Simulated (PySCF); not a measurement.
**AsF₄⁺: singlet, from a tetrahedral start**

Aim: relax AsF₄⁺ as a singlet from a hand-made tetrahedral geometry, check by its vibrations whether the end is a minimum, and collect its spectrum and constants.

Method: PBE0, basis As def2-TZVP, F def2-TZVP, no relativity, density fitting; program: PySCF 2.14.0.

## 1. Starting geometry

5 atoms, charge 1, spin multiplicity 1.

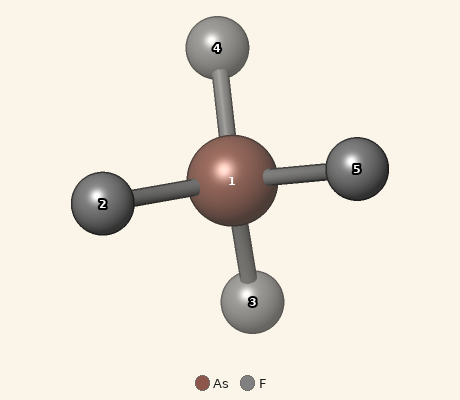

Start geometry, drawn with arsenic brown, fluorine grey; atoms are numbered from 1 in the order of the file.

Coordinates in bohr (charge 1 multiplicity 1):
```
As    0.0000    0.0000    0.0000
F     2.7974   -0.0001    1.9780
F    -2.7974    0.0000    1.9780
F     0.0001    2.7974   -1.9780
F    -0.0001   -2.7973   -1.9781
```

## 2. Relaxing the singlet from the tetrahedral start

The steps below are one call of a driver around PySCF. For each, scf.py gives the equivalent set-up of the SCF; relaxations use the driver's own optimiser. Before each start the driver seeks the lowest SCF state from one or more starting densities and follows internal instabilities, so scf.py alone need not reach the same state.

The program finds Td symmetry in the start, which this walk keeps. Threshold on the gradient: 0.0003 Eh/bohr, with a further test on the energy change.

The input, scf.py:

```python
from pyscf import gto, scf, dft
mol = gto.M(atom='''
As     0.000000    -0.000000    -0.000000
F      1.480305    -0.000063     1.046734
F     -1.480305    -0.000000     1.046734
F      0.000032     1.480337    -1.046689
F     -0.000032    -1.480274    -1.046779''',
    basis={'As': 'def2-TZVP', 'F': 'def2-TZVP'},
    charge=1, spin=0)
mf = dft.RKS(mol, xc='PBE0')
mf.grids.atom_grid = (50, 194)
aux = {'As': 'def2-universal-JKFIT', 'F': 'def2-universal-JKFIT'}
mf = mf.density_fit(auxbasis=aux)
mf.kernel()
```

Steps of the walk:

| step | energy (Eh) | change (kJ/mol) | largest symmetric gradient (Eh/bohr) |
| --- | --- | --- | --- |
| 0 | -2634.393023 | 0.00 | 0.07510 |
| 1 | -2634.467742 | -196.18 | 0.01740 |
| 2 | -2634.468612 | -198.46 | 0.01485 |
| 3 | -2634.469912 | -201.87 | 0.00107 |
| 4 | -2634.469920 | -201.89 | 0.00006 |

The walk needed 73 s of wall time on 8 threads, shared host.

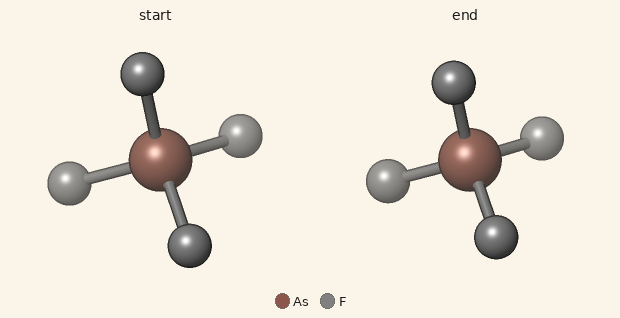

Start and end of the relaxation.

After 4 steps and 201.9 kJ/mol it ends at Td: As–F 1.631 Å (×4); F–As–F 109.5° (×6).

## 3. Vibrations and properties at this point

The point is checked on the finer grid, and tightened if its gradient asks for it. The Hessian and the dipole derivatives come from central differences of analytic gradients, with steps of 0.01 bohr.

scf.py: that of step 2 with these lines changed.

```diff
@@ -3,5 +3,5 @@
-As     0.000000    -0.000000    -0.000000
-F      1.480305    -0.000063     1.046734
-F     -1.480305    -0.000000     1.046734
-F      0.000032     1.480337    -1.046689
-F     -0.000032    -1.480274    -1.046779''',
+As     0.000000     0.000000     0.000000
+F      1.331331    -0.000057     0.941393
+F     -1.331331    -0.000000     0.941393
+F      0.000028     1.331360    -0.941353
+F     -0.000028    -1.331303    -0.941434''',
@@ -11 +11 @@
-mf.grids.atom_grid = (50, 194)
+mf.grids.atom_grid = (75, 302)
```

The driver hands on the density of the step before, so the log starts near convergence.

Log of the central SCF (cycles and frontier levels):

```text
init E= -2634.4701786453
  HOMO = -0.756703867837791  LUMO = -0.36788177897067  gap/eV = 10.58039
cycle= 1 E= -2634.47017864525  delta_E= 5.37e-11  |g|= 2.59e-05  |ddm|= 2e-05
  HOMO = -0.756706474125141  LUMO = -0.367881479212613  gap/eV = 10.58047
cycle= 2 E= -2634.47017864516  delta_E= 8.96e-11  |g|= 3.86e-05  |ddm|= 2.91e-05
  HOMO = -0.756704648204791  LUMO = -0.367881414745568  gap/eV = 10.58042
cycle= 3 E= -2634.47017864534  delta_E= -1.82e-10  |g|= 1.58e-06  |ddm|= 1.76e-05
  HOMO = -0.756704774417659  LUMO = -0.36788151591427  gap/eV = 10.58042
cycle= 4 E= -2634.47017864534  delta_E= 2.73e-12  |g|= 2.95e-08  |ddm|= 6.1e-07
  HOMO = -0.75670477777199  LUMO = -0.367881523592629  gap/eV = 10.58042
Extra cycle  E= -2634.47017864534  delta_E= 3.64e-12  |g|= 2.99e-08  |ddm|= 4.22e-08
converged SCF energy = -2634.47017864534
```

The whole step took 1.9 min.

Geometry: Td; As–F 1.631 Å (×4); F–As–F 109.5° (×6).

Modes, for the most abundant isotopes:

```
symmetry  ω (cm⁻¹)  IR (km/mol)     type
       e       229          0.0     bend
      t2       299          112     bend
      a1       805          0.0  stretch
      t2       910          258  stretch
```

All wavenumbers are real: a minimum.

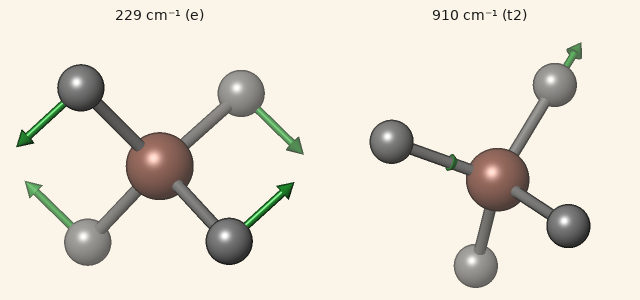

How the atoms move in 2 of the modes.

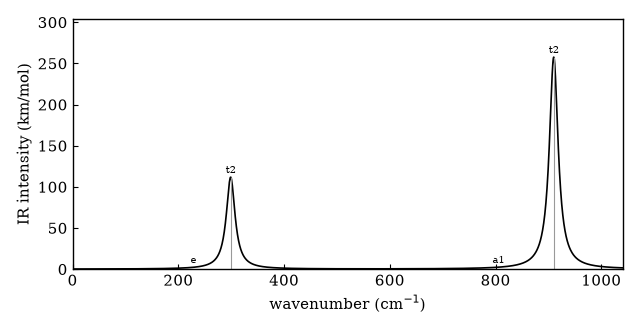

The harmonic infrared spectrum (widths in cm⁻¹). Lines are broadened to a width of 20 cm⁻¹ (Lorentzian).

Constants and moments:

* Dipole moment about the centre of mass: 0.00 D
* Highest occupied level: -20.59 eV
* Lowest empty level: -10.01 eV
* Rotational constants: 0.1252, 0.1252, 0.1252 cm⁻¹
* Zero-point energy: 29.2 kJ/mol
* Principal polarisabilities: 22.4, 22.4, 22.4 bohr³
* Principal traceless quadrupole moments about the centre of mass: 0.00, 0.00, 0.00 D Å
* Entropy at 298.15 K and 1 bar: 296.6 J/(mol K)
* Heat capacity Cp at 298.15 K: 78.1 J/(mol K)
* Enthalpy at 298.15 K above 0 K: 16.56 kJ/mol
* Rotational symmetry number: 12

Charges (e) and bond orders:

| atom | Mulliken | Löwdin | polar tensor | Mayer order to As1 |
| --- | --- | --- | --- | --- |
| As1 | 1.53 | 0.78 | 2.64 | – |
| F2,3,4,5 | -0.13 | 0.06 | -0.41 | 1.24 |

Mulliken populations on As1: s 7.02, p 13.54, d 10.70, f 0.21.

## 4. Outcome

```
                            quantity                                  value
                             minimum                            singlet, Td
                            geometry  As–F 1.631 Å (×4); F–As–F 109.5° (×6)
                  wavenumbers (cm⁻¹)  229 (e), 299 (t2), 805 (a1), 910 (t2)
      dipole moment (centre of mass)                                 0.00 D
highest occupied, lowest empty level                      -20.59, -10.01 eV
          polar-tensor charge of As1                                +2.64 e
                   zero-point energy                            29.2 kJ/mol
                 entropy at 298.15 K                        296.6 J/(mol K)
```

In words: The molecule stays Td, as typed, and the end point is a minimum. The strongest infrared band lies at 910 cm⁻¹ (t2, stretch). Other starts or spin states, not run here, may lie lower.

The search up to here took 3.3 min.
